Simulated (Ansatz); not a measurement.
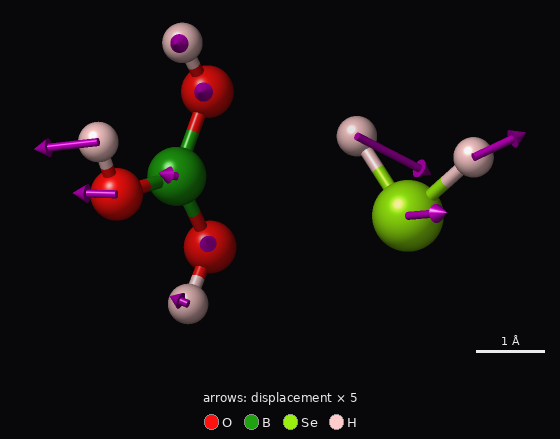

A relaxation of BH₅SeO₃. The starting structure is drawn; purple arrows show the displacements, 5 times their true length. The two geometries are superimposed by the best rigid fit.

The picture is a ball-and-stick view, seen at a tilt.

The start comes from PBE-D4/def2-SVP.

Theory: Ansatz, RKS PBE0-D4/def2-TZVP. (force threshold 0.005 eV/Å; at most 150 steps)

Q: Atoms of which element are displaced furthest, and by how much?

A: Hydrogen: up to 0.30 Å, against 0.17 Å for selenium.

Q: What happened in the run?

A: The atom that moves furthest after the best rigid fit is an H atom (0.30 Å). Largest moves by element: H 0.30 Å, Se 0.17 Å, O 0.14 Å, B 0.07 Å. Some distances before and after: H–Se 1.483 → 1.465 Å, H–O 0.973 → 0.959 Å, B–O 1.383 → 1.373 Å, B–O 1.371 → 1.361 Å. After 10 geometry steps the energy has fallen by 4.29 kJ/mol. Largest force component: 0.66 eV/Å at the start, 0.0044 eV/Å at the end. The run took roughly 120 core-seconds on a shared host.

Limits of the set-up: the start holds two separate molecules, 2.4 Å apart at their closest, whose relative position is a soft coordinate.
